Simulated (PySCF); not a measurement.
Cl6Ga2, singlet at its PBE0/def2-SVP optimised geometry (Å):

```
8

Ga     1.5196    -1.8330     2.1848
Ga    -0.8146    -1.0022     0.0000
Cl     1.5228    -1.0022     0.0000
Cl     2.2311    -0.3340     3.5137
Cl     2.2244    -3.8386     2.1806
Cl    -0.8178    -1.8292     2.1862
Cl    -1.5228     1.0022     0.0000
Cl    -1.5227    -2.5048    -1.3266
```

Method: PBE0/def2-TZVP (PySCF).

Map of the log10 of the electron density (e/bohr³), floored at −4 on the plane z = 1.5 Å:

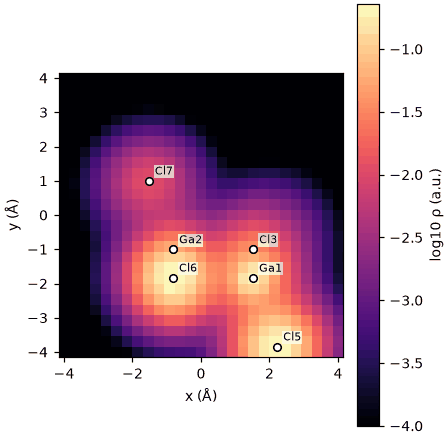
Log10 of the electron density (e/bohr³), floored at −4 on the plane z = 1.5 Å.
